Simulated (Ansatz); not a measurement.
## Electronic structure of Ga₄P₃N in real space

The calculation's input:

```
crystal:
  lattice:
    - [6.9212888856, -1.8662549645, 0.0194735714]
    - [6.9212888856, 1.8662549645, 0.0194735714]
    - [-3.0224739566, 0.0, 5.689634009]
  atoms:
    - { symbol: "N", position: [0.0009986557, 0.0009986557, 0.6619125727] }
    - { symbol: P, position: [0.7439941806, 0.7439941806, 0.0730218429] }
    - { symbol: Ga, position: [0.1677841012, 0.1677841012, 0.8307870039] }
    - { symbol: Ga, position: [0.9407063894, 0.9407063894, 0.3061174463] }
    - { symbol: P, position: [0.4994456345, 0.4994456345, 0.1718809814] }
    - { symbol: P, position: [0.2572839972, 0.2572839972, 0.5911179494] }
    - { symbol: Ga, position: [0.6883539183, 0.6883539183, 0.3575573708] }
    - { symbol: Ga, position: [0.4514331231, 0.4514331231, 0.7576048325] }
kpoints:
  mp_grid: { grid: [6, 6, 4] }
hamiltonian:
  xc: r2scan
scf:
  occupations: { method: fermi_dirac, width: 0.02 }
relax:
  f_tol: 0.005
  cell: {}
output:
  write_density: true
  write_potential: true
  elf: true
  volumetric_format: npy
```

Command:

```sh
ansatz run input.yaml --threads 4 --pin off --max-ram 6451MiB --backend cpu --events-out ev --progress --plain --runs-dir out
```

Below, planes, directions and counts refer to the conventional cell (a = 13.69 Å, b = 3.69 Å, c = 6.37 Å, α = 90.00°, β = 117.68°, γ = 90.00°).

The fields are those of the run's last geometry, not of the input's.

Space group Cm; started from the ordered alloy on wurtzite lattice prototype, which need not be the ambient phase.

Method: DFT, r2SCAN, plane waves, PAW in Ansatz 0.2.0.

The density is the valence pseudo-density of a PAW calculation; it isn't the true density close to the nuclei.

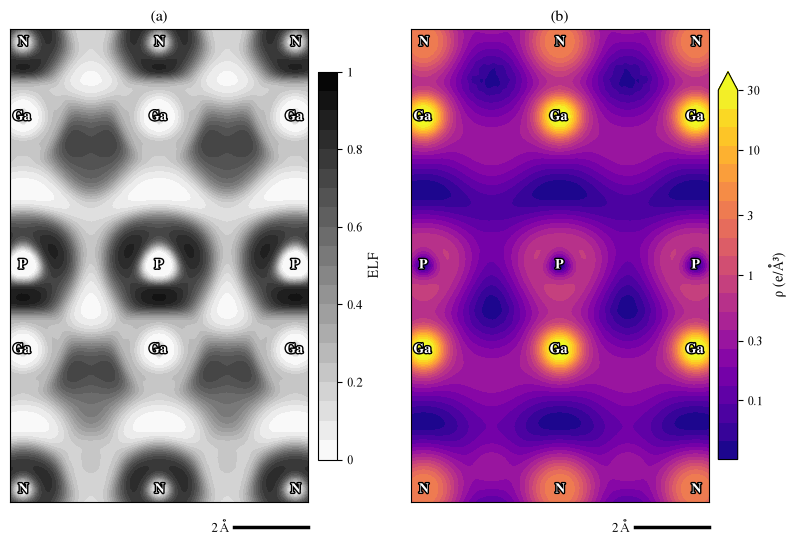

Figure 1. (a) ELF; (b) valence electron density on the (101̄) plane of the conventional cell.

Q: What does the map show?

A:
- The plane passes through N, Ga and P nuclei.
- Atoms just off the plane (Ga, 0.9 Å away) can leave unmarked features too.
- Ga–N (2.02 Å): ρ at the midpoint is about 0.65 e/Å³; the ELF peaks at about 0.85 in the valence shell of N, 0.7 Å from its nucleus, and is about 0.50 at the midpoint.
- Ga–P (2.29 Å): ρ is about 0.62 e/Å³ halfway; the ELF peaks at about 0.90 between the atoms; a covalent bond.
- Between the atoms the lowest density in this plane is 0.04 e/Å³.

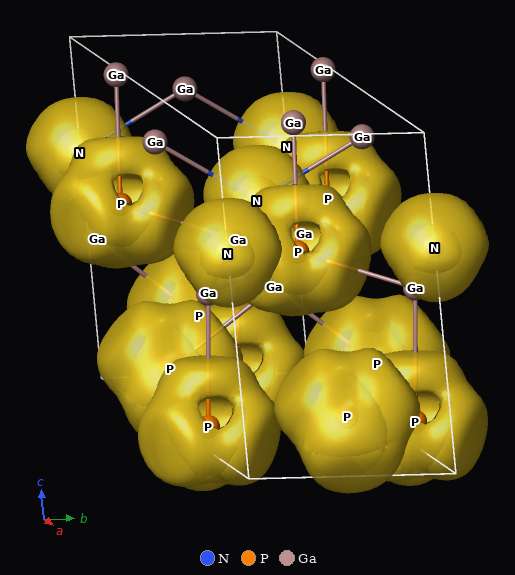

Figure 2. Isosurface of the electron localisation function at 0.7 (yellow), seen slightly off an axis. Core shells and regions of very low density are left out. Sticks mark near contacts.

Q: What do the ELF domains correspond to?

A: The surface consists of six regions on P in which the atom's valence shell and bonds are merged and two regions wrapped around N (the valence shell of each), counted in one cell of 16 atoms. Regions shared between cells count once.


 Ga–P (2.27 Å): the ELF peaks at about 0.90 in the valence shell of P, 0.8 Å from its nucleus, and is about 0.75 at the midpoint.
